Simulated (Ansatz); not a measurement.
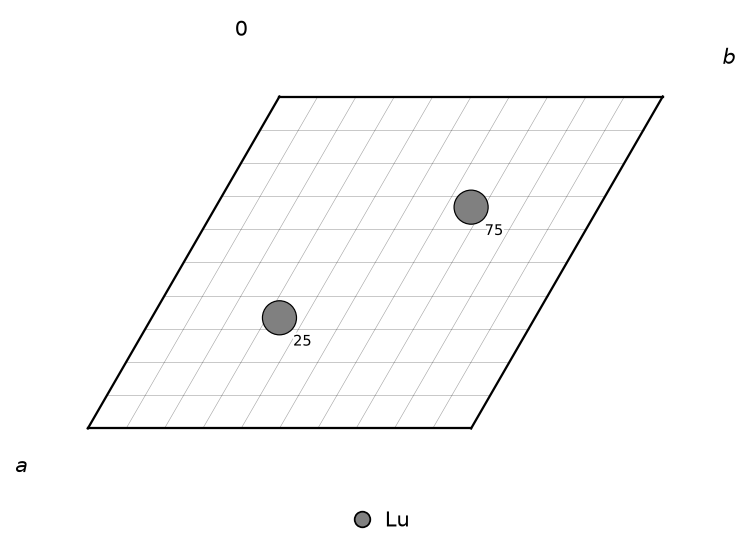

Plan of a unit cell projected along c (a down the page, b across); the numbers are heights in hundredths of c, and atoms on the cell's edges are repeated. The grid marks tenths of a and b. Source: the input geometry of an electronic-structure calculation (not necessarily at equilibrium). The drawing is computed from the coordinates (standard cell, symmetry found to 0.002 Å).

a = 3.443 Å, b = 3.443 Å, c = 5.351 Å, α = 90.00°, β = 90.00°, γ = 120.00°.

What does the cell contain?

Answer. 2 Lu: Lu, Z = 2.

Which space group?

Answer. No. 194, P6_3/mmc, primitive hexagonal.

Give the independent sites, coordinates to two places.

Answer.
```
atom  site  symmetry     x     y     z
  Lu    2d      -6m2  0.33  0.67  0.75
```
